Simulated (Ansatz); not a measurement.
# Correcting a cheap level on molecular compounds of Sn

The vertical ionisation energy (cation less neutral) in eV of 7 molecular compounds of Sn: x at PBE-D4/def2-TZVPP, y at CCSD(T)/def2-TZVPP. Shapes, held fixed at every level: PBE0-D4/def2-TZVP. Flexible molecules stand in one conformer, not always the lowest. Programs: Ansatz 0.2.0.

```
                   molecule  x (eV)  y (eV)
                  Sn(NH2)Cl    9.37    9.71
                    Sn(OH)2    9.52    9.85
                    Sn(SH)F    9.53       ?
                   Sn(OH)Cl    9.56    9.86
SnCl2 (SMILES [Cl][Sn][Cl])    9.90   10.14
                    Sn(OH)F    9.98   10.28
 SnBrF (SMILES [F][Sn][Br])   10.01   10.24
```

Task: Fit y = c + s·x to the known rows and predict y for Sn(SH)F.

Result: 
1. Means of the 6 rows: x = 9.7233, y = 10.013.
2. Σ(Δx)² = 0.37213, Σ(Δx·Δy) = 0.32123, so the slope is 0.32123/0.37213 = 0.86322.
3. Intercept: 10.013 − (0.86322) × 9.7233 = 1.620. The largest residual of the fit is 0.045.
4. Sn(SH)F: 1.620 + 0.86322 × 9.53 = 9.85 eV.

CCSD(T)/def2-TZVPP gives 9.85 eV, so the prediction is off by 0.00 eV: they agree to the digits shown. Uncorrected, PBE-D4/def2-TZVPP misses Sn(SH)F by -0.32 eV, and the other rows by 0.29 on average. The line removes about 100 % of this miss, partly by chance. Left out in turn, the other rows are missed by 0.03 eV on average, so much of the error is systematic among these molecules. Cations run unrestricted. For atoms past krypton def2 sets carry core potentials with scalar relativity. Relativity is left out for Br. Outer-core shells of Br, Sn are correlated, in sets that cover them unevenly.

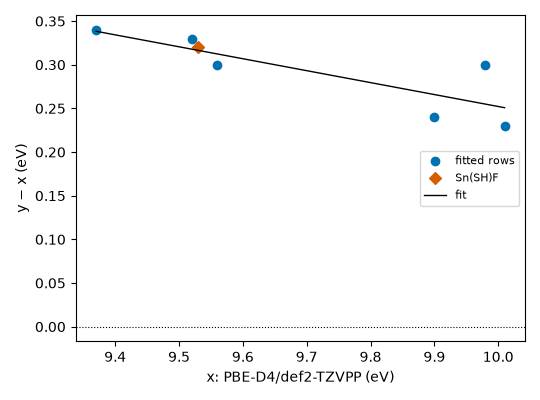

The correction y − x against x, with the fitted line and the withheld molecule.
